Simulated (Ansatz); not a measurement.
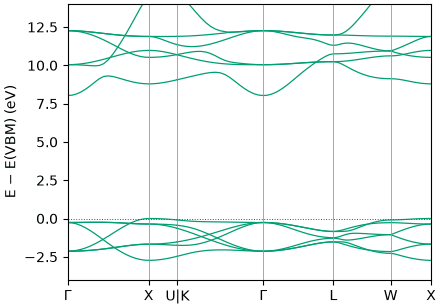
Figure. Band structure from r²SCAN in the plane-wave PAW code Ansatz

Task: Read off the gap and where the band edges lie.

Result: About 8.0 eV (8.03 eV by a search for the band edges); maximum at X, minimum at Γ.

The material is CaF₂ (fluorite, space group No. 225).

Space group Fm-3m (fluorite). Symmetry was held in the r²SCAN relaxation.

Potentials: the earlier of the program's two PAW sets.
